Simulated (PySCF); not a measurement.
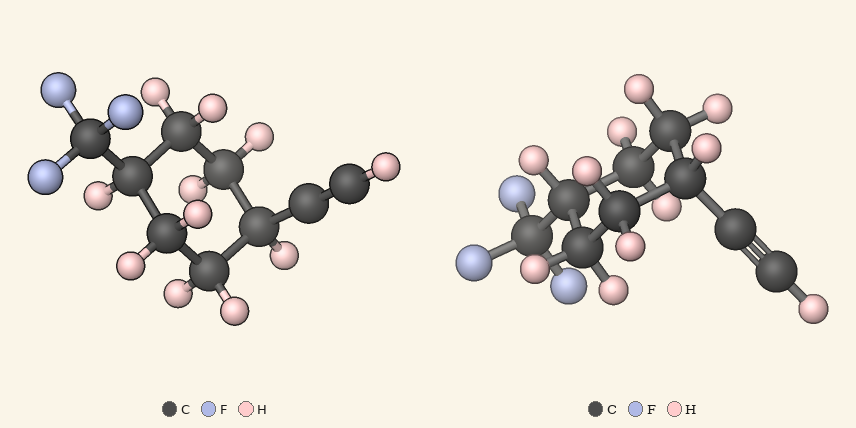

Both panels show the same species.

Computed geometry: PBE0-D3(BJ)/def2-SVP optimisation. No frequency run is at hand to confirm it as a minimum.

> What is the molecular formula?

C9H11F3, 23 atoms: 9 carbon, 11 hydrogen and 3 fluorine.

> What is the point group of this geometry?

Cs.

> How many bonds of each kind are drawn?

11 C–H, 9 C–C, 3 C–F.

More results for the same structure follow; atom numbers are the same in all pictures, views and colours differ.

Geometry

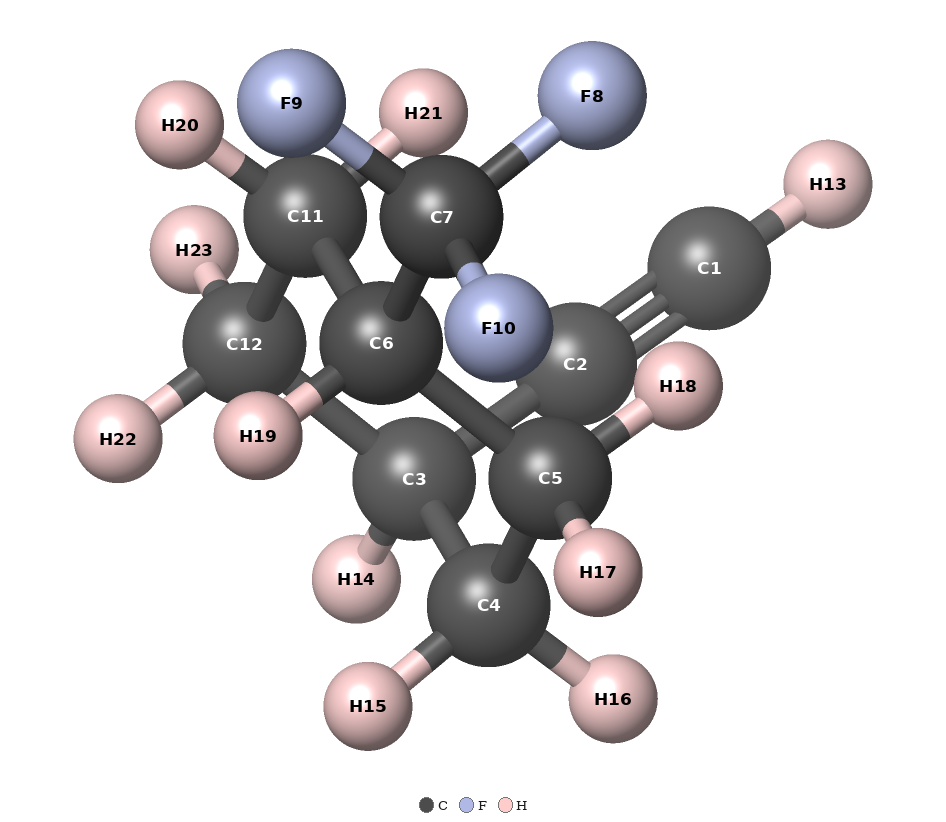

No frequency run is at hand to confirm it as a minimum.

Give these bond angles: C1–C2–C3, C2–C1–H13, C2–C3–C4, C3–C4–C5, C3–C4–H16, C4–C5–C6, C4–C5–H18, C6–C5–H17, C6–C7–F8, C6–C7–F9, C7–C6–H19, F9–C7–F10.

```csv
angle,degrees
C1–C2–C3,179.2
C2–C1–H13,179.4
C2–C3–C4,111.3
C3–C4–C5,111.9
C3–C4–H16,109.9
C4–C5–C6,111.2
C4–C5–H18,109.4
C6–C5–H17,110.0
C6–C7–F8,112.1
C6–C7–F9,111.5
C7–C6–H19,104.9
F9–C7–F10,107.1
```

Charges

The questions are on Mulliken charges. No frequency run is at hand to confirm it as a minimum. Properties computed with PBE0/pcSseg-1 in chloroform (IEF-PCM) (PySCF 2.14.0).

Give the Mulliken charges atom by atom.

```
atom  value (e)
  C1      −0.45
  C2       0.30
  C3      −0.32
  C4      −0.14
  C5      −0.18
  C6      −0.44
  C7       0.89
  F8      −0.28
  F9      −0.28
 F10      −0.28
 C11      −0.18
 C12      −0.14
 H13       0.08
 H14       0.16
 H15       0.13
 H16       0.14
 H17       0.14
 H18       0.14
 H19       0.15
 H20       0.14
 H21       0.14
 H22       0.13
 H23       0.14
```

Ring current

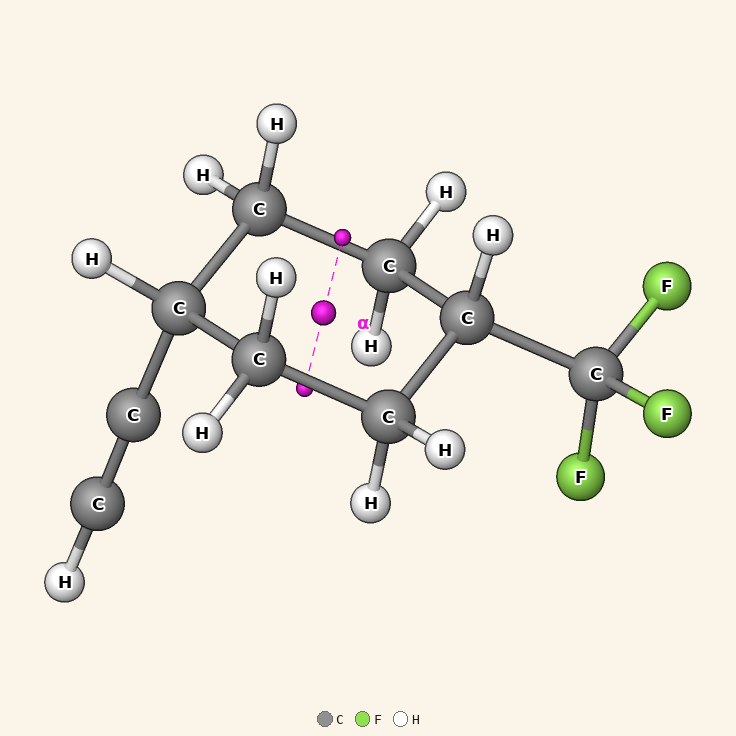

The small points mark where nucleus-independent chemical shifts (NICS) were computed: at the centre of each lettered ring and 1 Å above and below it. No frequency run is at hand to confirm it as a minimum. Method: GIAO PBE0/pcSseg-1 NMR shielding, non-relativistic, IEF-PCM chloroform (PySCF 2.14.0).

Give NICS(0), NICS(1) and the out-of-plane component NICS(1)zz for each ring (means of the two sides).

| ring | members | NICS(0) | NICS(1) | NICS(1)zz |
| --- | --- | --- | --- | --- |
| α | C6 | −3.3 | −2.8 | 2.1 |

Values in ppm.

> What do the values say about the ring currents?

Ring α: weak, as in a non-aromatic ring. NICS is one index among several.

Excitation

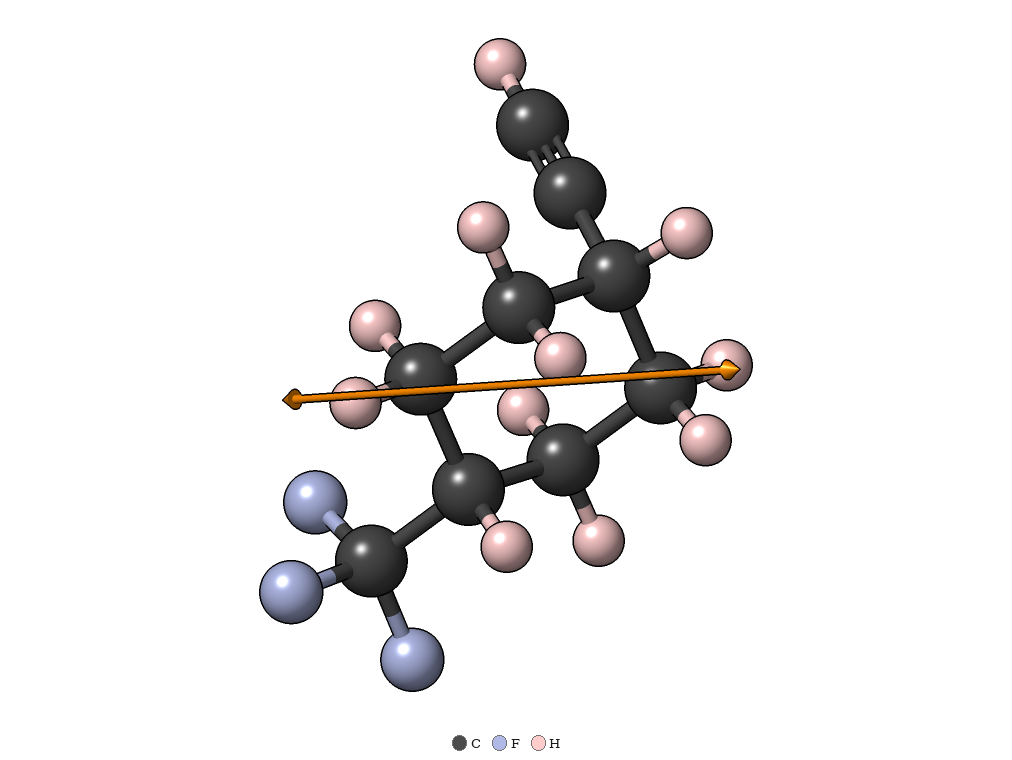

The double arrow shows the direction of the transition dipole to excited singlet state 6 (its length means nothing). No frequency run is at hand to confirm it as a minimum. Method: TDDFT B3LYP/def2-SVPD, vertical, gas phase, core orbitals frozen in the response (PySCF 2.14.0).

> Where does the transition lie, and how strong is it?

7.55 eV (164 nm), oscillator strength 0.036, of mixed character, with the largest part HOMO → LUMO+3 (weight 0.34); transition dipole 1.13 D.

Mulliken values depend strongly on the basis set and can even reverse the polarity of a bond.
